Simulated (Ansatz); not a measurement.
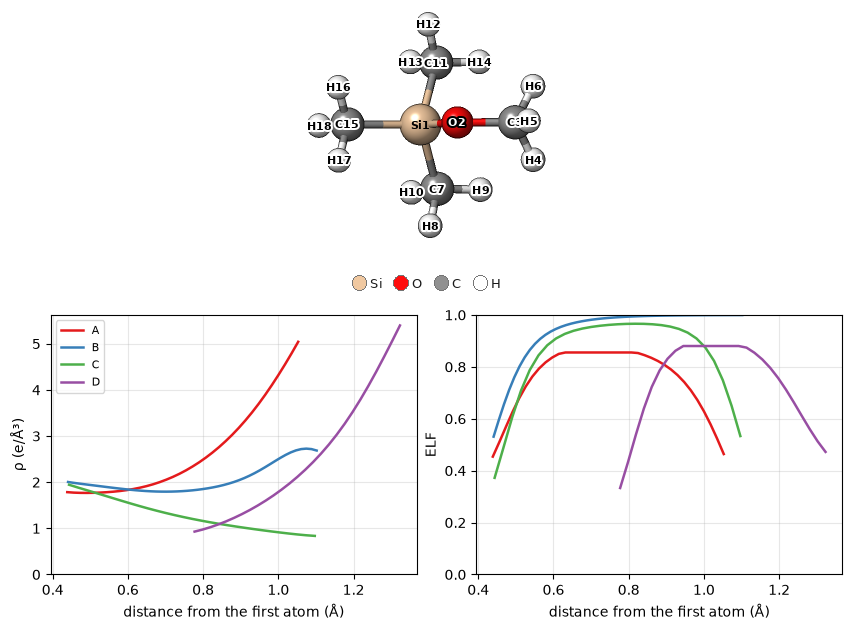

Figure 1: C4H12OSi (Si(OMe)Me3). Electron density and electron localisation function along straight lines between neighbouring atoms. The curves leave out the atomic cores. The structure is drawn too.

Geometry: r2SCAN-D4/def2-SVP; not at a stationary point (largest force 0.6 eV/Å).

The calculation used RKS PBE0-D4/def2-TZVP in Ansatz.

```yaml
atoms:
  - { symbol: Si, position_ang: [-0.1510, -0.2623, -0.2181] }
  - { symbol: O, position_ang: [-0.1290, -0.2087, 1.4613] }
  - { symbol: C, position_ang: [0.4631, 0.8203, 2.2101] }
  - { symbol: H, position_ang: [1.5503, 0.9102, 2.0163] }
  - { symbol: H, position_ang: [0.3319, 0.6028, 3.2825] }
  - { symbol: H, position_ang: [0.0016, 1.8073, 2.0088] }
  - { symbol: C, position_ang: [1.6080, -0.2866, -0.8784] }
  - { symbol: H, position_ang: [2.1776, -1.1315, -0.4575] }
  - { symbol: H, position_ang: [2.1536, 0.6404, -0.6356] }
  - { symbol: H, position_ang: [1.6165, -0.3910, -1.9763] }
  - { symbol: C, position_ang: [-1.0656, 1.2338, -0.8930] }
  - { symbol: H, position_ang: [-2.0884, 1.2903, -0.4852] }
  - { symbol: H, position_ang: [-1.1456, 1.1855, -1.9920] }
  - { symbol: H, position_ang: [-0.5528, 2.1781, -0.6454] }
  - { symbol: C, position_ang: [-1.0492, -1.8449, -0.6358] }
  - { symbol: H, position_ang: [-2.0687, -1.8393, -0.2176] }
  - { symbol: H, position_ang: [-0.5217, -2.7176, -0.2185] }
  - { symbol: H, position_ang: [-1.1306, -1.9869, -1.7258] }
```

Which curve belongs to which contact (C–H, C–O, C–Si and Si–O)? The first atom named is at distance zero.

Curve A: C–O (1.40 Å): the density is about 2.1 e/Å³ at the midpoint, with its minimum of 1.8 e/Å³ about 0.5 Å from C; the ELF peaks at about 0.85 between the atoms (a polar covalent bond). Curve B: C–H (1.10 Å): ρ at the midpoint is about 1.9 e/Å³; the ELF climbs to about 1 towards the hydrogen, as it does in any bond to H; an ordinary covalent bond to hydrogen. Curve C: C–Si (1.87 Å): ρ is about 0.99 e/Å³ halfway; the ELF peaks at about 0.95 between the atoms, as expected for a covalent bond. Curve D: Si–O (1.68 Å): the density is about 1.1 e/Å³ at the midpoint; the ELF peaks at about 0.90 between the atoms (a shared but strongly polarised pair).
